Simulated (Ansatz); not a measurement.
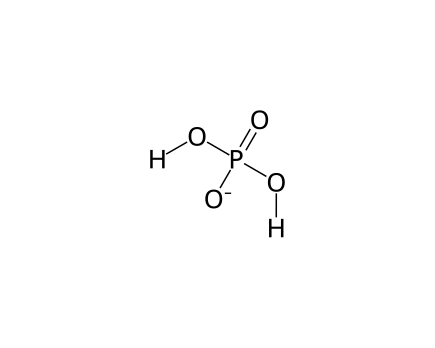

(Drawn from a calculation with Ansatz.)

2D structure. State: charge −1, singlet.

Give its SMILES.

Answer. O=P([O-])(O)O

What is the molecular formula?

Answer. H2O4P, charge -1.

An optimisation with PBE0-D4/def2-TZVPD gave a structure of which point group?

Answer. C2.
